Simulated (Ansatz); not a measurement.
```yaml
atoms:
  - { symbol: Si, position_ang: [3.2337, 0.4305, 0.7566] }
  - { symbol: O, position_ang: [1.8230, -0.1740, 0.1820] }
  - { symbol: Hf, position_ang: [0.1351, -0.8392, -0.4734] }
  - { symbol: Cl, position_ang: [0.4579, -2.8775, -1.6256] }
  - { symbol: O, position_ang: [-0.6369, 0.4729, -1.6579] }
  - { symbol: Si, position_ang: [-1.2944, 1.6219, -2.6237] }
  - { symbol: O, position_ang: [-1.0552, -1.1068, 1.0207] }
  - { symbol: Si, position_ang: [-2.0622, -1.2831, 2.3014] }
  - { symbol: H, position_ang: [3.8700, -0.5611, 1.6608] }
  - { symbol: H, position_ang: [4.1485, 0.7251, -0.3757] }
  - { symbol: H, position_ang: [2.9660, 1.6825, 1.5108] }
  - { symbol: H, position_ang: [-2.4806, 2.2152, -1.9538] }
  - { symbol: H, position_ang: [-0.2922, 2.6882, -2.8816] }
  - { symbol: H, position_ang: [-1.7090, 1.0112, -3.9122] }
  - { symbol: H, position_ang: [-2.9727, -0.1116, 2.3824] }
  - { symbol: H, position_ang: [-2.8651, -2.5213, 2.1366] }
  - { symbol: H, position_ang: [-1.2658, -1.3729, 3.5525] }
```

Geometry: PBE0-D4/def2-TZVP; core potentials replace the inner electrons of Hf.

Level of theory: RKS PBE0-D4/def2-TZVPP (Ansatz 0.2.0).

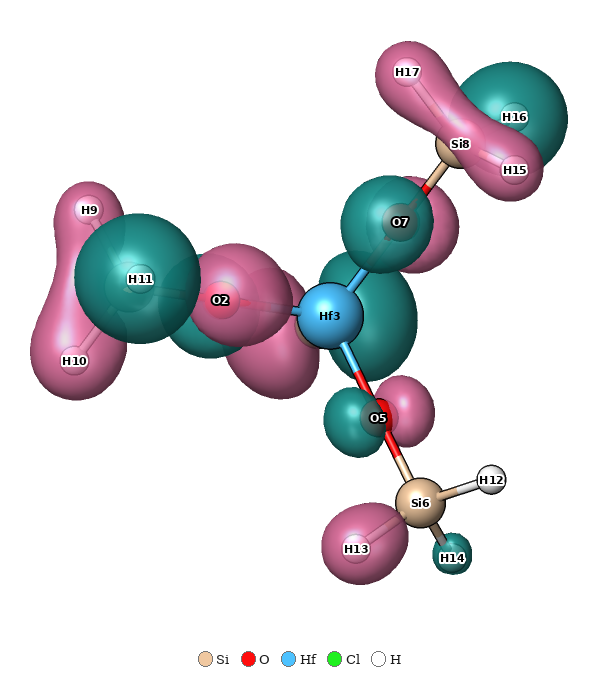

ClH9HfO3Si3 (SMILES [SiH3][O][Hf]([Cl])([O][SiH3])[O][SiH3]). The HOMO−1 at ±0.08 Å⁻³ᐟ² (teal and pink are the two phases), seen across its widest extent.

Question: What is the character of this orbital?

Answer: It lies mainly on Cl4 (about 25 %), O2 (about 15 %), O7 (about 10 %), Si1 (about 10 %), H11 (about 10 %) and Si8 (about 5 %). Its energy is −8.93 eV.
